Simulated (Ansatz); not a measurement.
# AsH3 (arsine): CCSD(T)/STO-3G

What is the electronic atomisation energy of AsH3 (arsine) at CCSD(T)/STO-3G? 

The results are computed with Ansatz 0.2.0.

29 further runs of the same task are left out: 1 that didn't finish, 28 set aside as unsound or not needed.

### Step 1. The molecule

AsH3 has 4 atoms, charge 0, and is taken as a singlet. SMILES: `[AsH3]`. The shape is that of a PBE0-D4/def2-TZVP optimisation.

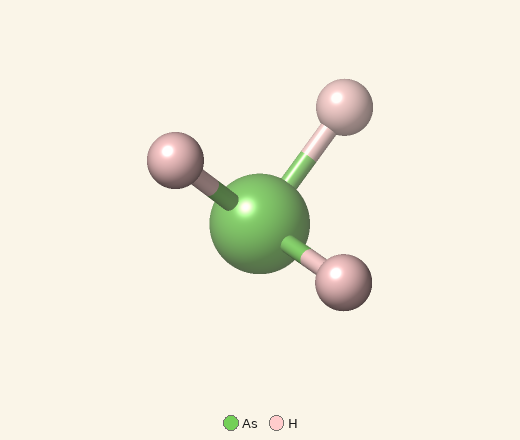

Viewed from a chosen angle; arsenic green, hydrogen pink.

### Step 2. A single-point energy at CCSD(T)/STO-3G

input.yaml

```yaml
crystal:
  periodic: [false, false, false]
  atoms:
    - symbol: As
      position_ang: [-0.215800, 0.487600, -0.346000]
    - symbol: H
      position_ang: [0.349900, 0.630300, 1.059400]
    - symbol: H
      position_ang: [-1.068000, -0.705500, 0.061100]
    - symbol: H
      position_ang: [0.933900, -0.412500, -0.774500]
basis:
  gaussian:
    orbitals: STO-3G
correlation:
  method: ccsd_t
  frozen_orbitals: {As: 9, H: 0}
accuracy: high
scf:
  omitted_lower_state_checks: [cluster_reference, increment]
```

Started as:

```
$ ansatz run input.yaml --threads 1 --pin off --max-ram 2610MiB --events-out events.jsonl --progress --plain --runs-dir runs
```

Output:

```text
Warning: RAYON_NUM_THREADS=1 ignored (pool sized by the plan → 1); use --threads N
[... 11 lines left out ...]
9 core orbitals not correlated: weight in the atoms' cores, before any rotation towards them, 1.000 or more for the frozen orbitals, at most 0.000 for the correlated occupied ones
[... 18 lines left out ...]
Total energy: -60166.23893247 eV, -2211.0684986268 hartree
Checks for a lower state left out: cluster_reference, increment
```

Wall time 0.16 s (1 thread of Intel Xeon Platinum 8488C (Sapphire Rapids), shared host).

### Step 3. The As atom at the same level

in.yaml

```yaml
crystal:
  periodic: [false, false, false]
  atoms:
    - symbol: As
      position_ang: [0.000000, 0.000000, 0.000000]
basis:
  gaussian: {orbitals: STO-3G}
magnetization: {spin_polarized: true, initial_magnetization: 3}
correlation: {method: ccsd_t, frozen_orbitals: {As: 9}}
accuracy: high
scf: {omitted_lower_state_checks: [cluster_reference, increment]}
```

Run the same way, it converges to -2209.26373 Eh (log not shown).

### Step 4. The H atom: a single-point energy at UHF/STO-3G

run.yaml

```yaml
crystal:
  periodic: [false, false, false]
  atoms:
    - symbol: H
      position_ang: [0.000000, 0.000000, 0.000000]
basis:
  gaussian: {orbitals: STO-3G}
hamiltonian: {xc: hf}
magnetization: {spin_polarized: true, initial_magnetization: 1}
accuracy: high
```

Run the same way, it converges to -0.46658 Eh (log not shown).

### Step 5. Outcome

At CCSD(T)/STO-3G, 9 core orbitals frozen:

```
                                             quantity           value
                               molecule: total energy  -2211.06850 Eh
molecule: correlation energy (9 core orbitals frozen)       -60.5 mEh
                             molecule: (T) correction       -0.13 mEh
                              molecule: T1 diagnostic           0.004
                                As atom: total energy  -2209.26373 Eh
 As atom: correlation energy (9 core orbitals frozen)        -0.1 mEh
                              As atom: (T) correction        0.00 mEh
           As atom: ⟨S²⟩ of the reference determinant           3.750
                               As atom: T1 diagnostic           0.000
                                 H atom: total energy     -0.46658 Eh
                                         H atom: ⟨S²⟩           0.750
                        electronic atomisation energy       11.021 eV
```

In words: Taking the molecule apart into free atoms costs 11.02 eV (1063 kJ/mol), before zero-point energy and without spin-orbit coupling. In a minimal basis such a difference can be off by several eV, whatever the method. The triples (molecule) make up 0.2 % of the correlation energy. The triples (As atom) make up 0.0 % of the correlation energy.
